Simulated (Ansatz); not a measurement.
## Electronic structure of C2H5NOSi (SiH2Me(NCO)) in real space

The calculation's input:

```
crystal:
  periodic: [false, false, false]
  atoms:
    - {symbol: Si, position_ang: [0.684762, 0.029494, 0.455487]}
    - {symbol: H, position_ang: [0.728243, 0.001577, 1.958168]}
    - {symbol: H, position_ang: [2.089991, -0.025492, -0.076364]}
    - {symbol: C, position_ang: [-0.211507, 1.558946, -0.164665]}
    - {symbol: H, position_ang: [0.312745, 2.474650, 0.178217]}
    - {symbol: H, position_ang: [-1.250973, 1.590161, 0.218863]}
    - {symbol: H, position_ang: [-0.247445, 1.573950, -1.272375]}
    - {symbol: N, position_ang: [-0.146037, -1.397292, -0.081761]}
    - {symbol: C, position_ang: [-0.704398, -2.409097, -0.433628]}
    - {symbol: O, position_ang: [-1.255371, -3.396898, -0.781932]}
basis:
  gaussian: {orbitals: def2-TZVP, initial_orbitals: start.molden}
hamiltonian: {xc: pbe0, dispersion: d4}
scf: {omitted_lower_state_checks: [starts]}
output: {orbitals: {seedname: orbitals}}
```

Command:

```sh
ansatz run in.yaml --threads 4 --pin off --events-out ev --progress --plain --max-ram 3916MiB
```

Geometry: PBE-D4/def2-SVP.

Level of theory: RKS PBE0-D4/def2-TZVP (Ansatz).

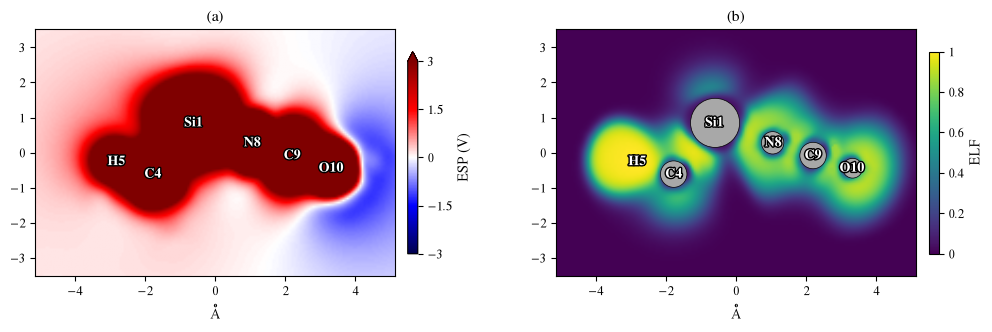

Figure 1. (a) molecular electrostatic potential; (b) ELF on the plane of atoms C4, Si1 and N8. Grey discs cover the atomic cores in the ELF map.

**Interpret the plot.**

The plane passes through Si, C, H, N and O nuclei.
C–O (1.18 Å): the ELF peaks at about 0.85 between the atoms; a short, multiple covalent bond.
C–N (1.21 Å): the ELF peaks at about 0.85 between the atoms; a short, multiple covalent bond.
Si–N (1.74 Å): the ELF peaks at about 0.90 between the atoms, as expected for a shared but strongly polarised pair.
C–Si (1.88 Å): the ELF peaks at about 0.95 between the atoms, as expected for localised, covalent bonding.
C–H (1.11 Å): the ELF climbs to about 1 towards the hydrogen, as it does in any bond to H: a covalent bond by its length.
The ELF also peaks beside O10, away from the bonds: lone-pair regions.
Outside the dense part of the molecule the potential is most negative (−1.2 V) near O10.

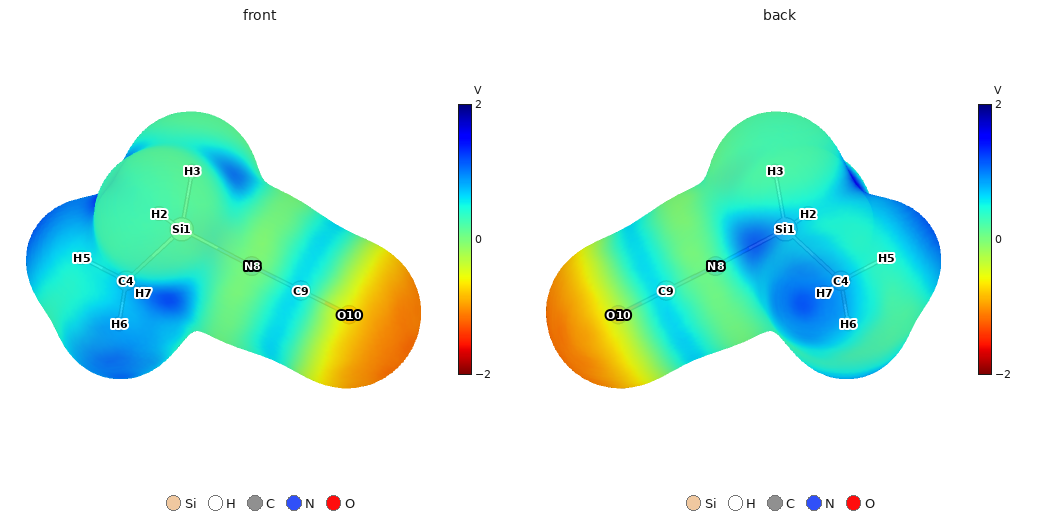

Figure 2. The electrostatic potential painted on the density surface at 0.002 e/bohr³, seen from the front and from behind; the colour scale runs from red (negative) to blue (positive).

**Describe the electrostatic potential map.**

The most negative region (about −1.2 V) lies over O10, the most positive (about +1.5 V) over Si1. O10 is the likeliest acceptor of a hydrogen bond.

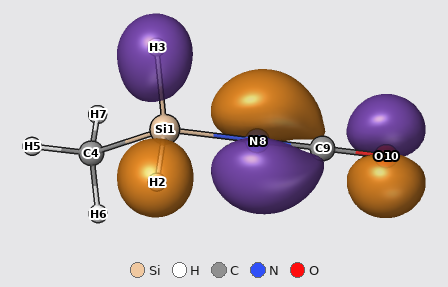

Figure 3. The HOMO−1 at ±0.15 Å⁻³ᐟ² (orange and purple are the two phases), seen from one side.

**What is the character of this orbital?**

By Hirshfeld shares it lies mainly on N8 (about 35 %), O10 (about 25 %), Si1 (about 10 %), C9 (about 10 %), H3 (about 10 %) and H2 (about 10 %). Its energy is −8.48 eV.
